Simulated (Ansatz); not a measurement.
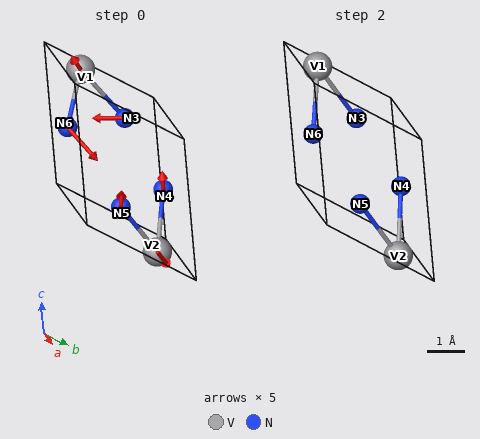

The structure of solid VN2 (set up in P1) before (left) and after (right) a relaxation, at one scale. The red arrows give the displacements (the part carried along by the change of the cell is left out), 5 times their true length.

Style: ball-and-stick. Shown: the cell of the calculation, slightly off an axis.

Case: input fault: a relaxation cut at too few steps.

The calculation used Ansatz, DFT PBEsol, scalar-relativistic, plane waves, PAW. Set-up: plane-wave cutoff 420 eV; k-point mesh 6 × 6 × 6; occupations gaussian; smearing width 0.1 eV; no spin polarisation; cell and atoms relaxed; force threshold 0.005 eV/Å; at most 3 steps.

What changed between the two?

Answer. The relaxation stopped without meeting its thresholds, so the last structure isn't shown to be converged. It used up its limit of 3 steps. N6 moves most relative to the cell: 0.26 Å along [2 2 −1]. By element the largest moves are N 0.26 Å, V 0.17 Å. Cell: a 3.932 → 3.860 Å (−1.8 %), b 3.932 → 3.873 Å (−1.5 %), c 3.932 → 3.940 Å (+0.2 %), α 113.7° → 114.7°, β 113.7° → 113.8°, γ 101.4° → 100.6°. Volume −3.8 %. Near-neighbour distances that change, for instance: V1–V2 3.307 → 2.988 Å, V1–N6 2.470 → 2.170 Å, V2–N4 2.359 → 2.117 Å, V1–N6 (another image) 1.896 → 2.083 Å. Bond angles that change, for instance: V2–N4–N6 131.2° → 110.3°, V1–N6–N4 130.2° → 111.2°, V1–N6–N4 99.8° → 113.0°. The space group stays P1 (No. 1). The energy falls by 311 meV per atom in 2 geometry steps. The largest force component goes from 4.1 to 1.4 eV/Å. Pressure: 1.20 GPa at the start and 1.04 GPa at the end.
